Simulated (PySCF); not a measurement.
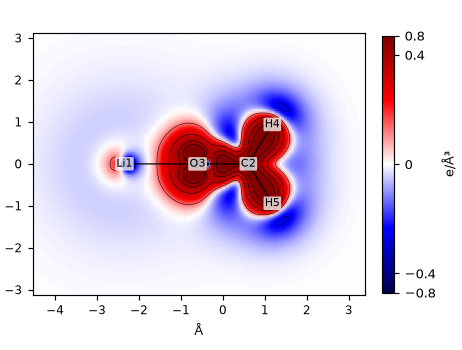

Figure. CH2LiO, charge +1, SMILES `[Li+].C=O`. Deformation density (molecule less spherical, spin-averaged free atoms) in the molecular plane; colour scale in e/Å³, logarithmic beyond ±0.1; red: gain, blue: loss.

PySCF calculation, HF/def2-TZVP, gas phase; geometry: GFN2-xTB. The pair's geometry is semi-empirical, so its contact may be too short or too long. GFN2-xTB bond lengths at metals and heavier atoms can be off by up to 0.1 Å and shapes distorted, which carries into these values.

Question: How much density has each bond in this plane gained at its critical point, relative to the free atoms?

Answer: C2–H4 and C2–H5: +0.86 e/Å³ at the bond critical point (bond length 1.10 Å, Mayer order 0.9). C2–O3: +0.69 e/Å³ at the bond critical point (bond length 1.21 Å, Mayer order 1.7). Li1–O3: +0.02 e/Å³ at the bond critical point (bond length 1.74 Å, Mayer order 0.1). In all, 1.1 electrons gather in the regions of gain relative to the promolecule of neutral atoms (the regions of loss give up this much and the cation's charge besides). A small or negative value marks a very polar bond, one between electron-rich atoms, whose free-atom densities already overlap strongly, a long bond to a heavier atom, or a closed-shell contact such as a hydrogen bond.

Question: Where do the Hirshfeld charges lie?

Answer: The highest Hirshfeld charge is on Li1 (+0.79 e), the lowest on O3 (−0.32 e).

```json
{"atom": "Li1", "charge (e)": "+0.79"}
{"atom": "C2", "charge (e)": "+0.30"}
{"atom": "O3", "charge (e)": "−0.32"}
{"atom": "H4", "charge (e)": "+0.11"}
{"atom": "H5", "charge (e)": "+0.11"}
```

The PySCF run took 2.6 s on 1 thread of AMD EPYC (Zen 3), on a shared host, peak memory 0.23 GiB.
